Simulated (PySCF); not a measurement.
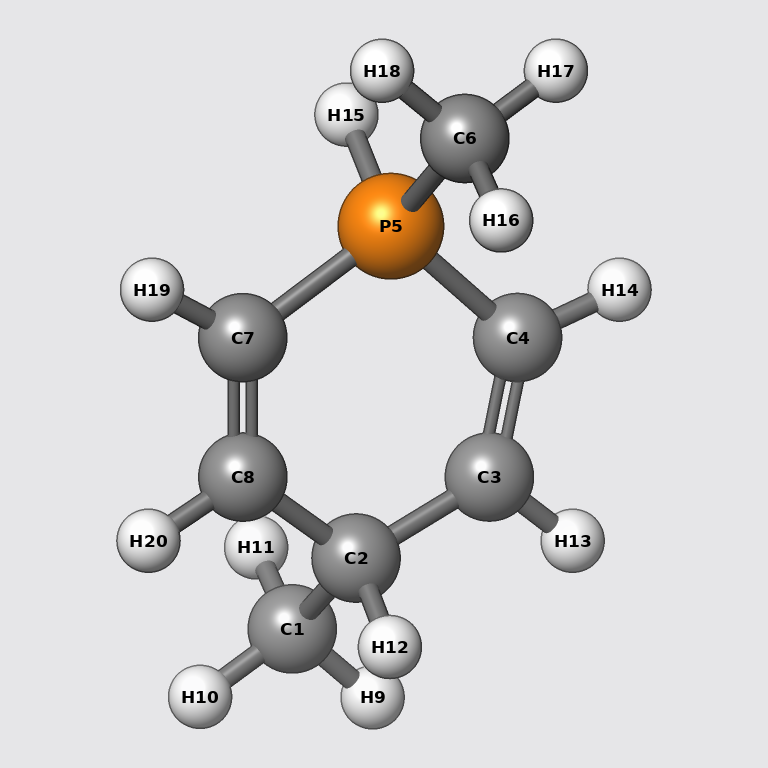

The species has charge +1 and is a spin singlet. Computed geometry: PBE0-D3(BJ)/def2-SVP optimisation. No frequency run is at hand to confirm it as a minimum. Properties computed with delta-SCF UKS SCAN, pcX-2 on the ionised atom, pcseg-1 elsewhere, spin-free X2C (PySCF 2.14.0).

Give the core-electron binding energies (to vacuum; p and d levels without spin–orbit splitting) of C1 1s, C2 1s, C3 1s, C4 1s, P5 1s, P5 2p, C6 1s.

```tsv
atom	level	binding energy (eV)
C1	1s	294.4
C2	1s	295.5
C3	1s	295.4
C4	1s	295.1
P5	1s	2156.6
P5	2p	143.1
C6	1s	295.4
```
